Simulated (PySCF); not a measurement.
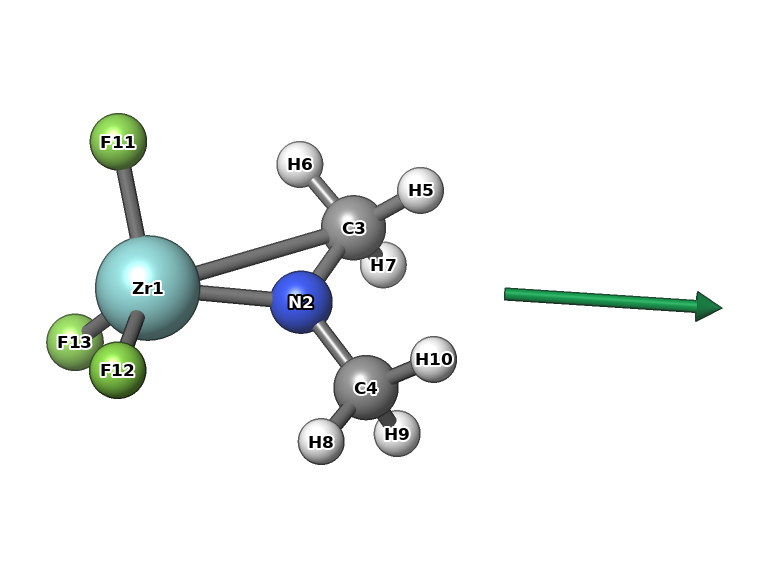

The arrow beside the molecule shows the direction of the dipole moment, from the negative to the positive end (its length means nothing). The species is neutral and a spin singlet. The geometry was computed by an optimisation with PBE0-D3(BJ)/def2-SVP. No frequency run is at hand to confirm it as a minimum. Method: ωB97X-D/def2-SVPD, gas phase, core potentials on Zr (PySCF 2.14.0).

> Estimate the dipole moment.

2.84 D; it points from the side of F13 to the side of H10 (the outermost atoms at the two ends).
